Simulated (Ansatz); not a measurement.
**AlCl2F: structure and electronic state**

Aim: characterise AlCl2F as a singlet: its structure, frontier levels and distribution of charge.

The runs use Ansatz 0.2.0, Gaussian basis; RKS PBE0-D4/def2-TZVP.

Levels to be run: relaxation at r2SCAN-D4/def2-TZVP; a search for the lowest solution at PBE0-D4/def2-SVP; a single point at PBE0-D4/def2-TZVP.

## (1) Where the work starts

4 atoms, charge 0, spin multiplicity 1.

Atoms are counted from 1 here; the program's logs count them from 0.

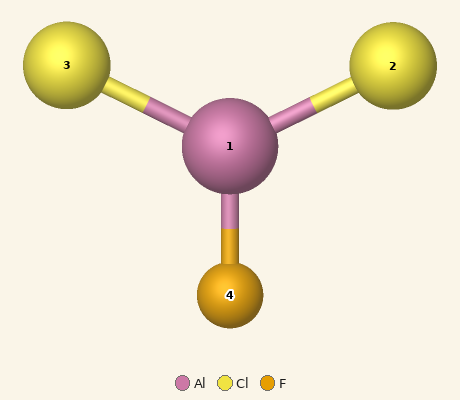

As it starts; aluminium pink, chlorine yellow, fluorine amber; atoms are numbered from 1 in the order of the file.

The start is a GFN2-xTB geometry.

## (2) Optimising with r2SCAN-D4/def2-TZVP

Input file in.yaml:

```yaml
crystal:
  periodic: [false, false, false]
  atoms:
    - {symbol: Al, position_ang: [-0.017680, -0.029510, -0.000030]}
    - {symbol: Cl, position_ang: [1.994930, -0.186520, 0.014240]}
    - {symbol: Cl, position_ang: [-1.111650, 1.666840, -0.016240]}
    - {symbol: F, position_ang: [-0.865600, -1.450810, 0.002030]}
basis:
  gaussian: {orbitals: def2-TZVP}
hamiltonian: {xc: r2scan, dispersion: d4}
scf: {lower_state_search: "off"}
output: {orbitals: {seedname: orbitals}}
relax: {f_tol: 0.02, max_steps: 100}
```

Started as:

```bash
> ansatz run in.yaml --threads 4 --pin off --events-out ev --progress --plain --max-ram 3916MiB
```

The program printed, cut to the lines that bear on the results:

```text
Functional definition: r2SCAN
  name "r2SCAN"
  cite "Furness, Kaplan, Ning, Perdew & Sun, J. Phys. Chem. Lett. 11, 8208 (2020) doi:10.1021/acs.jpclett.0c02405"
  cite "Furness, Kaplan, Ning, Perdew & Sun, J. Phys. Chem. Lett. 11, 9248 (2020) doi:10.1021/acs.jpclett.0c03077"
  parent r2scan
[...]
927 factors; their error is unknown
[...]
mean field -34363.88145118 eV, -1262.8493506553 hartree, gradient 3.0e-6 eV, S^2 0.000000; 0 other end points of the search recorded, 0 dependent functions left out
[...]
reference -34363.88146142 eV, -1262.8493510319 hartree; 28, 28 occupied and 114, 114 virtual orbitals, 927 factors
relax step   1: F+E_penalty+E_count = -34363.90498640 eV  Δ(F+E_penalty+E_count) = +0.000e0 eV  max|allowed force component| = 1.354e0 eV/Å  Δτ_max = 0.0000 Å  (16 SCF iters, accepted)
[...]
relax step   3: F+E_penalty+E_count = -34363.96760359 eV  Δ(F+E_penalty+E_count) = -4.506e-3 eV  max|allowed force component| = 1.537e-1 eV/Å  Δτ_max = 0.0236 Å  (21 SCF iters, accepted)
[...]
relax step   4: F+E_penalty+E_count = -34363.96816405 eV  Δ(F+E_penalty+E_count) = -5.605e-4 eV  max|allowed force component| = 1.017e-2 eV/Å  Δτ_max = 0.0050 Å  (22 SCF iters, accepted)
Total energy: -34363.96817440 eV, -1262.8525376751 hartree
Atom 0 at    -0.048247    -0.080865     0.000329 Å, force     0.005649     0.009500    -0.001151 eV/Å
Atom 1 at     2.017479    -0.142419     0.014066 Å, force    -0.000298     0.000646     0.000347 eV/Å
Atom 2 at    -1.083588     1.707710    -0.016360 Å, force     0.000719     0.000025     0.000357 eV/Å
Atom 3 at    -0.885644    -1.484427     0.001965 Å, force    -0.006070    -0.010171     0.000446 eV/Å
Dipole moment:     0.046036     0.077161     0.000202 e Å
Checks for a lower state left out: stability, starts, cluster_reference, orbital_swaps, neighbouring_geometries, increment
```

It took 4.7 s on 4 threads of Arm Neoverse V1, shared host.

Step by step:

| step | energy from step 1 (eV) | largest force component (eV/Å) |
| --- | --- | --- |
| 1 | 0.0000 | 1.3539 |
| 2 | -0.0581 | 0.3478 |
| 3 | -0.0626 | 0.1537 |
| 4 | -0.0632 | 0.0102 |

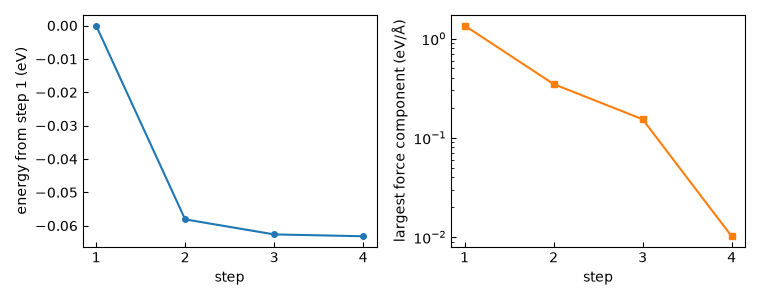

Energy and largest force along the relaxation.

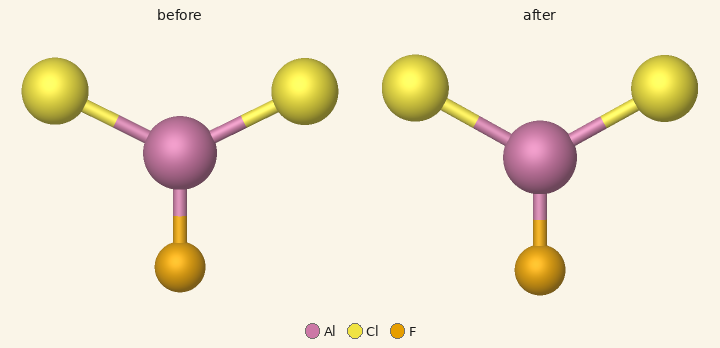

Before and after, at one scale.

Distances of close pairs at the start and the end, largest changes first:

| bond | before (Å) | after (Å) | change (Å) |
| --- | --- | --- | --- |
| Al1–Cl3 | 2.019 | 2.067 | +0.048 |
| Al1–Cl2 | 2.019 | 2.067 | +0.048 |
| Al1–F4 | 1.655 | 1.634 | -0.021 |

Bonds by kind at the end (by distance):

| bond | count | shortest (Å) | longest (Å) |
| --- | --- | --- | --- |
| Al–Cl | 2 | 2.067 | 2.067 |
| Al–F | 1 | 1.634 | 1.634 |

## (3) Searching for the lowest solution, PBE0-D4/def2-SVP

start.molden holds the orbitals of an earlier run on this state, given as this run's starting guess.

Input file in.yaml:

```yaml
crystal:
  periodic: [false, false, false]
  atoms:
    - {symbol: Al, position_ang: [-0.048247, -0.080865, 0.000329]}
    - {symbol: Cl, position_ang: [2.017479, -0.142419, 0.014066]}
    - {symbol: Cl, position_ang: [-1.083588, 1.707710, -0.016360]}
    - {symbol: F, position_ang: [-0.885644, -1.484427, 0.001965]}
basis:
  gaussian: {orbitals: def2-SVP, initial_orbitals: start.molden}
hamiltonian: {xc: pbe0, dispersion: d4}
output: {orbitals: {seedname: orbitals}}
```

Same command.

The program printed:

```text
Functional definition: PBE0
  name "PBE0"
  cite "Adamo & Barone, J. Chem. Phys. 110, 6158 (1999) doi:10.1063/1.478522"
  cite "Perdew, Burke & Ernzerhof, Phys. Rev. Lett. 77, 3865 (1996) doi:10.1103/PhysRevLett.77.3865"
  parent pbe
  parameter a = 0.25
  parameter kappa = 0.804
  parameter beta = 0.06672455060314922
  exchange = (1 - a)*pbe_x(kappa = kappa, mu = beta*pi^2/3) + a*exact_x
  correlation = pbe_c(beta = beta)
601 factors; integrals over basis functions are off by at most 6.4e-4 eV
mean field evaluation 1: about -34338.6699 eV, gradient 8.4e0 eV
mean field evaluation 2: about -34338.7966 eV, gradient 1.0e-1 eV
mean field evaluation 4: about -34338.8817 eV, gradient 6.2e-4 eV
mean field evaluation 8: about -34336.6043 eV, gradient 3.6e1 eV
mean field evaluation 16: about -34338.8817 eV, gradient 6.3e-3 eV
mean field -34338.88172661 eV, -1261.9306277229 hartree, gradient 3.3e-5 eV, S^2 0.000000; 1 other end points of the search recorded, 0 dependent functions left out
reference -34338.88175159 eV, -1261.9306286409 hartree; 28, 28 occupied and 40, 40 virtual orbitals, 601 factors
Total energy: -34338.97328521 eV, -1261.9339924395 hartree
```

Wall time 0.7 s (4 threads of Arm Neoverse V1, shared host).

From the report: HOMO -9.49 eV, LUMO -1.14 eV.

## (4) Single point, PBE0-D4/def2-TZVP

in.yaml, as its differences from that of step 3:

```diff
@@ -8,4 +8,5 @@
 basis:
-  gaussian: {orbitals: def2-SVP, initial_orbitals: start.molden}
+  gaussian: {orbitals: def2-TZVP, initial_orbitals: start.molden}
 hamiltonian: {xc: pbe0, dispersion: d4}
+scf: {omitted_lower_state_checks: [starts]}
 output: {orbitals: {seedname: orbitals}}
```

Same command.

The program printed:

```text
Functional definition: PBE0
  name "PBE0"
  cite "Adamo & Barone, J. Chem. Phys. 110, 6158 (1999) doi:10.1063/1.478522"
  cite "Perdew, Burke & Ernzerhof, Phys. Rev. Lett. 77, 3865 (1996) doi:10.1103/PhysRevLett.77.3865"
  parent pbe
  parameter a = 0.25
  parameter kappa = 0.804
  parameter beta = 0.06672455060314922
  exchange = (1 - a)*pbe_x(kappa = kappa, mu = beta*pi^2/3) + a*exact_x
  correlation = pbe_c(beta = beta)
these checks for a lower state are left out or cut short: starts
971 factors; their error is unknown
mean field evaluation 1: about -34350.0477 eV, gradient 1.9e2 eV
mean field evaluation 2: about -34353.2080 eV, gradient 4.3e0 eV
mean field evaluation 4: about -34353.3672 eV, gradient 1.3e-1 eV
mean field -34353.36717530 eV, -1262.4629581435 hartree, gradient 4.5e-5 eV, S^2 0.000000; 0 other end points of the search recorded, 0 dependent functions left out
reference -34353.36720275 eV, -1262.4629591525 hartree; 28, 28 occupied and 114, 114 virtual orbitals, 971 factors
Total energy: -34353.45873638 eV, -1262.4663229511 hartree
Checks for a lower state left out: starts
```

Run time: 1.1 s. Hardware: 4 threads of Arm Neoverse V1, shared host.

HOMO -9.64 eV, LUMO -1.32 eV.

Mulliken charges, from this run's orbitals:

| atom | value (e) |
| --- | --- |
| Al1 | 0.72 |
| Cl2 | -0.21 |
| Cl3 | -0.21 |
| F4 | -0.31 |

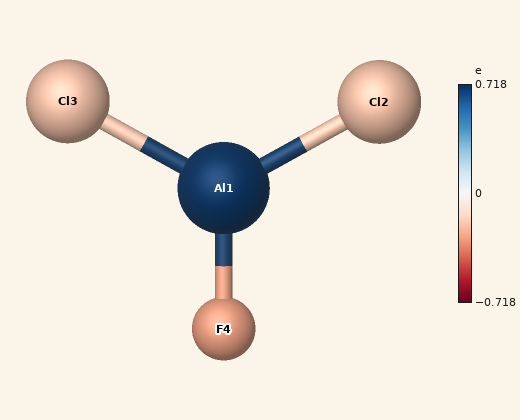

Mulliken charges, from this run's orbitals, as colours on the atoms.

Largest Mayer bond orders: Al1–Cl2 1.26; Al1–Cl3 1.26; Al1–F4 1.15.

The fields below are evaluated on a grid from the run's orbitals.

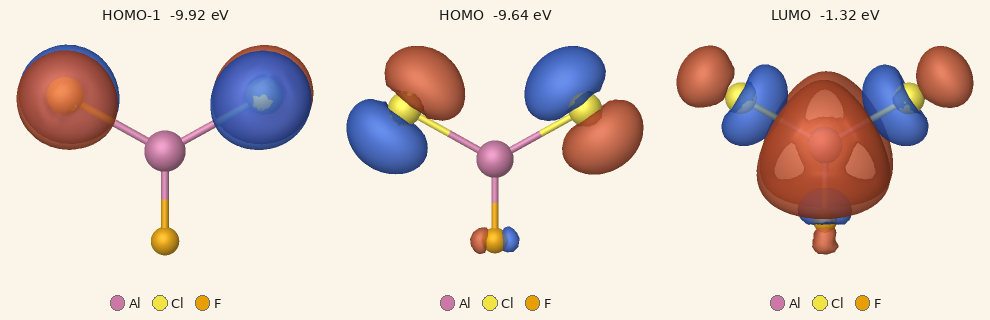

Frontier orbitals at PBE0-D4/def2-TZVP; each surface holds 70 % of the orbital's density, blue and red mark the sign.

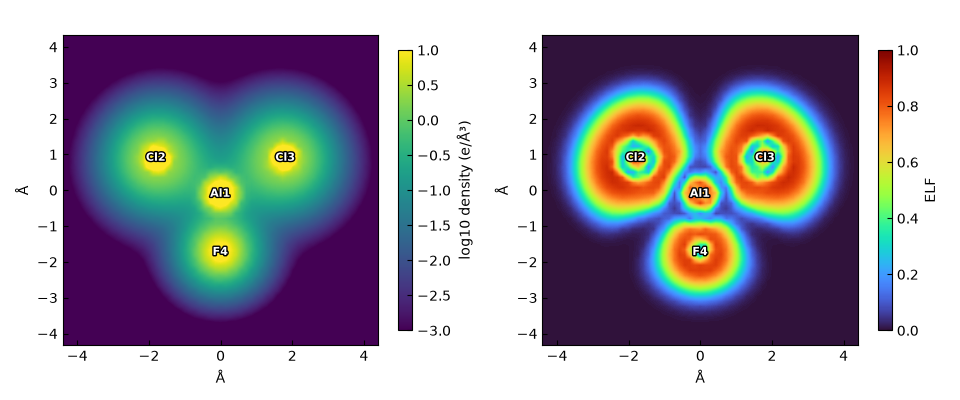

Density (left) and ELF (right) in a plane through or near 4 of the atoms.

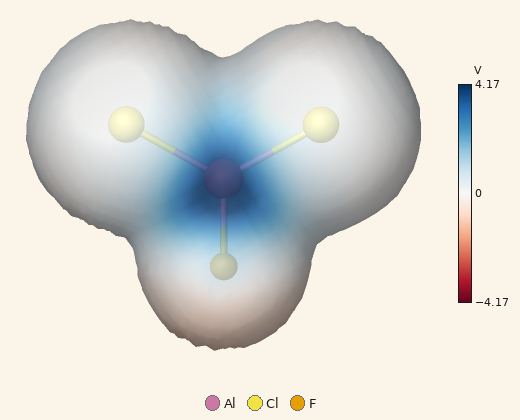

Electrostatic potential on the surface of density 0.002 e/bohr³; red is low, blue high. It runs from -0.91 V near F4 to 4.17 V near Al1.

## (5) Summary of results

| quantity | value |
| --- | --- |
| point group | C2v |
| commonest bond | Al–Cl, 2 of mean length 2.067 Å |
| HOMO, LUMO at PBE0-D4/def2-TZVP | -9.64, -1.32 eV |
| dipole at r2SCAN-D4/def2-TZVP | 0.43 D |

In words: The molecule keeps its bonding pattern by the stored test; the atoms moved 0.05 Å (rms). No usable vibrations, so a minimum isn't proven. The HOMO lies nearest to Cl2, Cl3 about 48 % each and the LUMO to Al1 51 %; F4 17 %.
